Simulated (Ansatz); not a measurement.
# H2O3 (SMILES OOO) at SVWN5/STO-3G

What is the energy change on altering one bond length of H2O3 at SVWN5/STO-3G? 

The results are computed with Ansatz 0.2.0.

27 further runs of the same task are left out: 2 that didn't finish, 25 set aside as unsound or not needed.

## 1. The structure to begin with

H2O3: 5 atoms, total charge 0, spin state singlet. As SMILES, `OOO`. The coordinates come from a PBE0-D4/def2-TZVP relaxation. This is a higher conformer, about 11 kJ/mol above the lowest found by a separate search.

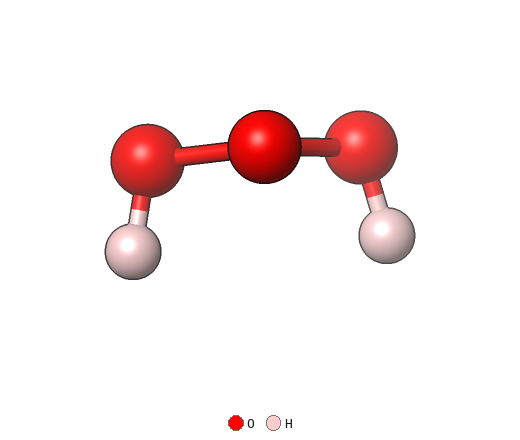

Viewed from a chosen angle; oxygen red, hydrogen pink.

## 2. A single-point energy at SVWN5/STO-3G

Contents of in.yaml:

```yaml
crystal:
  periodic: [false, false, false]
  atoms:
    - {symbol: O, position_ang: [-0.968320, -0.699970, -0.146130]}
    - {symbol: O, position_ang: [-0.133650, -0.043580, 0.770240]}
    - {symbol: O, position_ang: [1.173090, -0.066850, 0.261080]}
    - {symbol: H, position_ang: [-1.310410, 0.028200, -0.685190]}
    - {symbol: H, position_ang: [1.239280, 0.782200, -0.199990]}
basis:
  gaussian: {orbitals: STO-3G}
hamiltonian: {xc: {name: SVWN5}}
accuracy: high
```

Command:

```
$ ansatz run in.yaml --threads 1 --pin off --max-ram 3480MiB --events-out events.jsonl --progress --plain --runs-dir runs
```

The program printed:

```text
Warning: RAYON_NUM_THREADS=1 ignored (pool sized by the plan → 1); use --threads N
Functional definition: SVWN5
  name "SVWN5"
  exchange = slater_x
  correlation = vwn5_c
297 factors; integrals over basis functions are off by at most 4.4e-8 eV
mean field evaluation 1: about -6038.7291 eV, gradient 1.4e1 eV
mean field evaluation 2: about -6038.2620 eV, gradient 2.1e1 eV
mean field evaluation 4: about -6039.4525 eV, gradient 5.7e-1 eV
mean field evaluation 8: about -6039.3928 eV, gradient 2.2e-3 eV
mean field evaluation 16: about -6039.3928 eV, gradient 1.2e-7 eV
mean field -6039.39278814 eV, -221.9435913168 hartree, gradient 1.4e-8 eV, S^2 0.000000; 0 other end points of the search recorded, 0 dependent functions left out
reference -6039.39278957 eV, -221.9435913691 hartree; 13, 13 occupied and 4, 4 virtual orbitals, 297 factors
Total energy: -6039.39278957 eV, -221.9435913691 hartree
```

Wall time 0.68 s (1 thread of Arm Neoverse V1, shared host).

## 3. The distorted shape

Contents of input.yaml:

```yaml
crystal:
  periodic: [false, false, false]
  atoms:
    - {symbol: O, position_ang: [-0.882808, -0.881991, -0.011381]}
    - {symbol: O, position_ang: [-0.048138, -0.225601, 0.904989]}
    - {symbol: O, position_ang: [1.258602, -0.248871, 0.395829]}
    - {symbol: H, position_ang: [-1.310410, 0.028200, -0.685190]}
    - {symbol: H, position_ang: [1.324792, 0.600179, -0.065241]}
basis:
  gaussian: {orbitals: STO-3G}
hamiltonian: {xc: {name: SVWN5}}
accuracy: high
```

Command:

```
$ ansatz run input.yaml --threads 1 --pin off --max-ram 3480MiB --events-out events.jsonl --progress --plain --runs-dir runs
```

The program printed:

```text
Warning: RAYON_NUM_THREADS=1 ignored (pool sized by the plan → 1); use --threads N
[... 4 set-up lines as earlier in the session ...]
296 factors; integrals over basis functions are off by at most 4.4e-8 eV
mean field evaluation 1: about -6038.6191 eV, gradient 1.3e1 eV
mean field evaluation 2: about -6038.0887 eV, gradient 2.1e1 eV
mean field evaluation 4: about -6039.2958 eV, gradient 1.3e0 eV
mean field evaluation 8: about -6039.2300 eV, gradient 4.0e-2 eV
mean field evaluation 16: about -6039.2300 eV, gradient 3.5e-7 eV
mean field -6039.22998801 eV, -221.9376085222 hartree, gradient 5.4e-9 eV, S^2 0.000000; 0 other end points of the search recorded, 0 dependent functions left out
reference -6039.22998941 eV, -221.9376085737 hartree; 13, 13 occupied and 4, 4 virtual orbitals, 296 factors
Total energy: -6039.22998941 eV, -221.9376085737 hartree
```

Run time: 0.66 s. Hardware: 1 thread of Arm Neoverse V1, shared host.

## 4. Outcome

At SVWN5/STO-3G:

| quantity | value |
| --- | --- |
| first shape: total energy | -221.94359 Eh |
| distorted shape: total energy | -221.93761 Eh |
| energy change with the O1–H4 bond stretched from 0.968 to 1.210 Å | 0.163 eV |

In words: With the O1–H4 bond stretched from 0.968 to 1.210 Å the energy rises by 0.16 eV (3.8 kcal/mol). The first shape isn't relaxed at this level, so the change isn't measured from a minimum. The minimal basis adds a large error of its own.
